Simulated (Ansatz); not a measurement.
# Geometry relaxation of AlN$_{2}$H$_{5}$ (part 2 of 2)

Continued. System: AlN$_{2}$H$_{5}$. Method: RKS B3LYP-D4/def2-SVP (Ansatz 0.2.0). It belongs to a series of runs on one base structure; here: end point B relaxed.

Geometry of the input (Å):
```
Al -0.9613  -0.1666  1.0242
H  1.7915  -0.0723  1.2321
N  2.0461  0.0967  0.2408
H  1.6293  -0.6411  -0.3249
H  1.6596  0.9975  -0.0384
N  -1.1990  -0.0953  -0.7725
H  -2.1089  -0.2752  -1.2014
H  -0.5493  0.1564  -1.5158
```

### Trajectory as extended XYZ, continued
```
8
Properties=species:S:1:pos:R:3:forces:R:3 step=7 energy=-9654.97674
Al   -1.0306   -0.0816    1.0290    0.0008   0.0002  -0.0171
H     1.9852   -0.1247    1.1986   -0.0028  -0.0080   0.0162
N     2.0275    0.0902    0.2038   -0.0338   0.0045  -0.0444
H     1.4971   -0.6117   -0.3108    0.0129   0.0093   0.0193
H     1.6102    1.0065    0.0461    0.0176  -0.0036   0.0109
N    -1.1907   -0.1059   -0.7799    0.0151  -0.0015   0.0632
H    -2.0643   -0.3544   -1.2461   -0.0232  -0.0082  -0.0185
H    -0.5265    0.1818   -1.4966    0.0134   0.0073  -0.0294
8
Properties=species:S:1:pos:R:3:forces:R:3 step=8 energy=-9654.97724
Al   -1.0280   -0.0630    1.0271    0.0010   0.0018   0.0094
H     1.9846   -0.1416    1.1957    0.0003   0.0001  -0.0052
N     2.0245    0.0868    0.2034   -0.0065  -0.0028   0.0015
H     1.4776   -0.5971   -0.3170   -0.0023   0.0066   0.0015
H     1.6289    1.0150    0.0618    0.0041  -0.0027   0.0024
N    -1.1882   -0.1097   -0.7803    0.0118   0.0023  -0.0179
H    -2.0582   -0.3786   -1.2434   -0.0039  -0.0040   0.0016
H    -0.5334    0.1881   -1.5030   -0.0046  -0.0014   0.0066
8
Properties=species:S:1:pos:R:3:forces:R:3 step=9 energy=-9654.97648 accepted=F
Al   -1.0227    0.0023    1.0226    0.0008   0.0058   0.0223
H     1.9836   -0.1996    1.1837   -0.0146   0.0209  -0.0658
N     2.0120    0.0749    0.2015   -0.1181   0.0850  -0.0580
H     1.4082   -0.5468   -0.3409    0.0853   0.1306   0.1017
H     1.6867    1.0419    0.1135    0.0488  -0.2375   0.0198
N    -1.1744   -0.1216   -0.7825   -0.0991  -0.0340  -0.1764
H    -2.0322   -0.4616   -1.2311    0.1462   0.0548   0.0800
H    -0.5532    0.2106   -1.5226   -0.0493  -0.0256   0.0765
8
Properties=species:S:1:pos:R:3:forces:R:3 step=10 energy=-9654.97770
Al   -1.0252   -0.0373    1.0262    0.0007   0.0024   0.0141
H     1.9854   -0.1636    1.1895   -0.0033   0.0008  -0.0053
N     2.0173    0.0827    0.2014    0.0097  -0.0031   0.0006
H     1.4491   -0.5778   -0.3260   -0.0066   0.0023   0.0009
H     1.6455    1.0234    0.0814   -0.0006   0.0008   0.0032
N    -1.1807   -0.1147   -0.7808   -0.0093  -0.0027  -0.0326
H    -2.0460   -0.4084   -1.2387    0.0121   0.0004   0.0094
H    -0.5375    0.1957   -1.5087   -0.0027  -0.0008   0.0096
8
Properties=species:S:1:pos:R:3:forces:R:3 step=11 energy=-9654.97620 accepted=F
Al   -1.0273    0.0301    1.0250   -0.0009   0.0035  -0.0181
H     1.9891   -0.2229    1.1724   -0.0293   0.0194  -0.0895
N     2.0019    0.0706    0.1951   -0.1451   0.1005  -0.0821
H     1.3714   -0.5239   -0.3498    0.1252   0.1408   0.1505
H     1.6992    1.0476    0.1331    0.0557  -0.2627   0.0216
N    -1.1653   -0.1248   -0.7817   -0.1003  -0.0446  -0.1048
H    -2.0120   -0.4931   -1.2287    0.1446   0.0630   0.0667
H    -0.5490    0.2164   -1.5213   -0.0499  -0.0199   0.0557
8
Properties=species:S:1:pos:R:3:forces:R:3 step=12 energy=-9654.97782
Al   -1.0310   -0.0322    1.0282    0.0042   0.0039   0.0062
H     1.9841   -0.1692    1.1864   -0.0040  -0.0002  -0.0039
N     2.0165    0.0812    0.1993    0.0090  -0.0007  -0.0034
H     1.4394   -0.5704   -0.3296   -0.0045   0.0032   0.0047
H     1.6548    1.0267    0.0846   -0.0020  -0.0034   0.0047
N    -1.1792   -0.1162   -0.7795   -0.0111  -0.0044  -0.0241
H    -2.0413   -0.4161   -1.2395    0.0119   0.0002   0.0075
H    -0.5353    0.1962   -1.5058   -0.0037   0.0013   0.0083
8
Properties=species:S:1:pos:R:3:forces:R:3 step=13 energy=-9654.97821
Al   -1.0298    0.0034    1.0255   -0.0021  -0.0010  -0.0122
H     1.9894   -0.1951    1.1789   -0.0069  -0.0001  -0.0096
N     2.0122    0.0743    0.1964   -0.0290   0.0173  -0.0294
H     1.4046   -0.5488   -0.3350    0.0237   0.0312   0.0294
H     1.6762    1.0333    0.1086    0.0149  -0.0487   0.0076
N    -1.1719   -0.1251   -0.7821   -0.0207   0.0078  -0.0159
H    -2.0243   -0.4616   -1.2358    0.0360   0.0057   0.0115
H    -0.5484    0.2196   -1.5124   -0.0159  -0.0124   0.0185
8
Properties=species:S:1:pos:R:3:forces:R:3 step=14 energy=-9654.97738 accepted=F
Al   -1.0416    0.0386    1.0274   -0.0111   0.0080  -0.0419
H     1.9911   -0.2245    1.1685   -0.0143   0.0023  -0.0249
N     2.0116    0.0665    0.1917   -0.0710   0.0384  -0.0623
H     1.3740   -0.5233   -0.3459    0.0662   0.0728   0.0772
H     1.7059    1.0394    0.1315    0.0272  -0.1117   0.0102
N    -1.1772   -0.1100   -0.7808   -0.1141  -0.1080  -0.0566
H    -1.9990   -0.5243   -1.2353    0.1638   0.1027   0.0749
H    -0.5568    0.2376   -1.5129   -0.0466  -0.0044   0.0235
8
Properties=species:S:1:pos:R:3:forces:R:3 step=15 energy=-9654.97835
Al   -1.0401    0.0096    1.0288    0.0055   0.0005  -0.0140
H     1.9852   -0.2003    1.1752   -0.0068   0.0000  -0.0104
N     2.0129    0.0736    0.1941   -0.0146   0.0114  -0.0216
H     1.4034   -0.5435   -0.3416    0.0146   0.0250   0.0290
H     1.6818    1.0344    0.1100    0.0085  -0.0365   0.0069
N    -1.1720   -0.1240   -0.7790   -0.0202   0.0012  -0.0117
H    -2.0183   -0.4694   -1.2369    0.0275   0.0054   0.0071
H    -0.5449    0.2198   -1.5065   -0.0144  -0.0069   0.0147
8
Properties=species:S:1:pos:R:3:forces:R:3 step=16 energy=-9654.97865
Al   -1.0493    0.0269    1.0256    0.0012   0.0060  -0.0072
H     1.9930   -0.2157    1.1709   -0.0089   0.0013  -0.0099
N     2.0169    0.0677    0.1923   -0.0247   0.0077  -0.0296
H     1.3779   -0.5233   -0.3395    0.0289   0.0286   0.0304
H     1.7141    1.0392    0.1244    0.0046  -0.0409   0.0082
N    -1.1768   -0.1237   -0.7812   -0.0452  -0.0265  -0.0165
H    -2.0089   -0.5048   -1.2386    0.0533   0.0224   0.0204
H    -0.5590    0.2337   -1.5096   -0.0093   0.0014   0.0041
8
Properties=species:S:1:pos:R:3:forces:R:3 step=17 energy=-9654.97884
Al   -1.0576    0.0535    1.0248    0.0030   0.0030  -0.0084
H     1.9914   -0.2325    1.1659   -0.0098   0.0036  -0.0116
N     2.0192    0.0638    0.1909   -0.0268   0.0060  -0.0353
H     1.3733   -0.5141   -0.3476    0.0300   0.0399   0.0411
H     1.7236    1.0387    0.1371    0.0080  -0.0481   0.0071
N    -1.1764   -0.1232   -0.7803   -0.0823  -0.0488  -0.0336
H    -1.9932   -0.5402   -1.2361    0.0856   0.0453   0.0370
H    -0.5724    0.2540   -1.5105   -0.0077  -0.0009   0.0036
8
Properties=species:S:1:pos:R:3:forces:R:3 step=18 energy=-9654.97906
Al   -1.0629    0.0609    1.0244    0.0039   0.0043  -0.0062
H     1.9903   -0.2392    1.1632   -0.0084   0.0040  -0.0093
N     2.0202    0.0616    0.1898   -0.0099   0.0019  -0.0237
H     1.3651   -0.5045   -0.3491    0.0178   0.0241   0.0274
H     1.7367    1.0400    0.1421    0.0017  -0.0300   0.0071
N    -1.1771   -0.1247   -0.7801   -0.0617  -0.0392  -0.0236
H    -1.9876   -0.5525   -1.2359    0.0629   0.0340   0.0251
H    -0.5767    0.2582   -1.5102   -0.0062   0.0009   0.0030
8
Properties=species:S:1:pos:R:3:forces:R:3 step=19 energy=-9654.97937
Al   -1.0735    0.0829    1.0217    0.0054   0.0022  -0.0062
H     1.9927   -0.2553    1.1574   -0.0072   0.0048  -0.0040
N     2.0237    0.0577    0.1878    0.0125  -0.0028  -0.0095
H     1.3526   -0.4875   -0.3518   -0.0018   0.0039   0.0074
H     1.7569    1.0410    0.1563   -0.0036  -0.0065   0.0067
N    -1.1782   -0.1296   -0.7807   -0.0179  -0.0042  -0.0043
H    -1.9751   -0.5811   -1.2343    0.0190   0.0068   0.0004
H    -0.5913    0.2720   -1.5123   -0.0065  -0.0042   0.0095
8
Properties=species:S:1:pos:R:3:forces:R:3 step=20 energy=-9654.97952
Al   -1.0841    0.1132    1.0183   -0.0038   0.0029  -0.0166
H     1.9964   -0.2780    1.1492   -0.0062   0.0065  -0.0047
N     2.0279    0.0517    0.1850    0.0043  -0.0016  -0.0118
H     1.3348   -0.4659   -0.3549    0.0055   0.0077   0.0092
H     1.7819    1.0413    0.1765   -0.0009  -0.0127   0.0053
N    -1.1847   -0.1256   -0.7818   -0.0110  -0.0225  -0.0110
H    -1.9535   -0.6278   -1.2322    0.0399   0.0318   0.0088
H    -0.6108    0.2912   -1.5160   -0.0278  -0.0121   0.0208
8
Properties=species:S:1:pos:R:3:forces:R:3 step=21 energy=-9654.97961
Al   -1.1018    0.1317    1.0178    0.0051  -0.0030  -0.0202
H     1.9952   -0.2888    1.1444   -0.0056   0.0042  -0.0030
N     2.0330    0.0473    0.1824   -0.0196   0.0060  -0.0267
H     1.3276   -0.4537   -0.3588    0.0233   0.0233   0.0277
H     1.8015    1.0410    0.1839    0.0014  -0.0340   0.0032
N    -1.1824   -0.1339   -0.7800   -0.0494  -0.0149  -0.0276
H    -1.9406   -0.6511   -1.2329    0.0666   0.0386   0.0240
H    -0.6247    0.3076   -1.5125   -0.0218  -0.0202   0.0227
8
Properties=species:S:1:pos:R:3:forces:R:3 step=22 energy=-9654.97979
Al   -1.1041    0.1332    1.0179    0.0023  -0.0001  -0.0183
H     1.9965   -0.2890    1.1440   -0.0045   0.0021   0.0007
N     2.0332    0.0453    0.1814   -0.0069   0.0023  -0.0196
H     1.3240   -0.4537   -0.3563    0.0133   0.0163   0.0169
H     1.8043    1.0394    0.1826   -0.0011  -0.0207   0.0023
N    -1.1846   -0.1300   -0.7800   -0.0160  -0.0066  -0.0030
H    -1.9328   -0.6589   -1.2334    0.0268   0.0174   0.0053
H    -0.6287    0.3137   -1.5121   -0.0140  -0.0107   0.0157
```

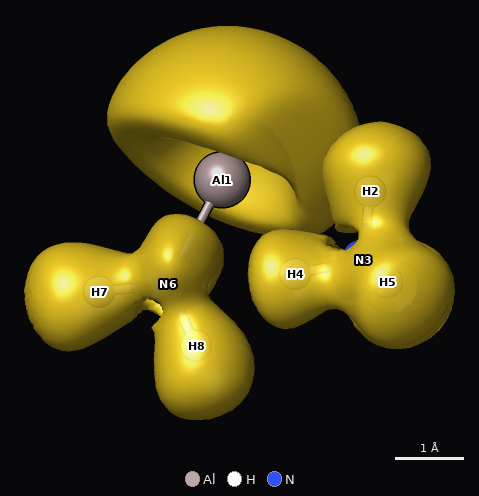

Isosurface of the electron localisation function at 0.75 (yellow), seen at a tilt. Only the valence region is drawn (cores and ρ < 0.01 e/Å³ removed). Profiles from the grid: Al1···N3 (3.25 Å): the ELF is only about 0.10 between them (a non-bonded, intermolecular contact). Al–N (1.82 Å): the ELF peaks at about 0.90 in the valence shell of N, 0.6 Å from its nucleus, and is about 0.60 at the midpoint.

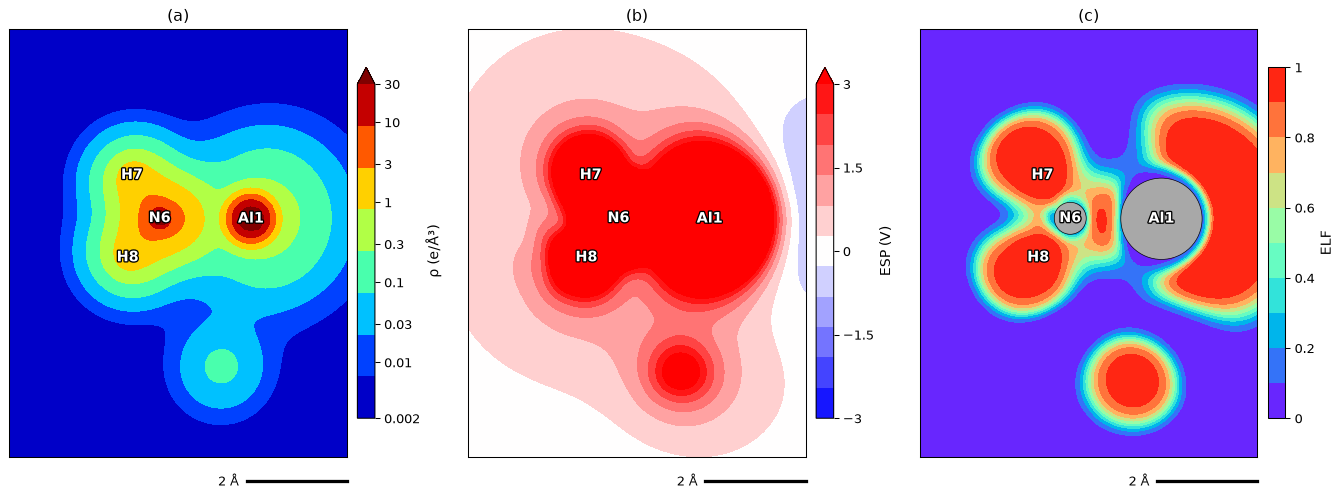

(a) total electron density; (b) molecular electrostatic potential; (c) electron localisation function on the plane of atoms Al1, N6 and H7. Grey discs, where drawn, cover atomic cores. Atoms in the plane: Al, N and H. Al–N (1.82 Å): ρ at the midpoint is about 0.76 e/Å³; the ELF peaks at about 0.90 in the valence shell of N, 0.6 Å from its nucleus, and is about 0.60 at the midpoint.
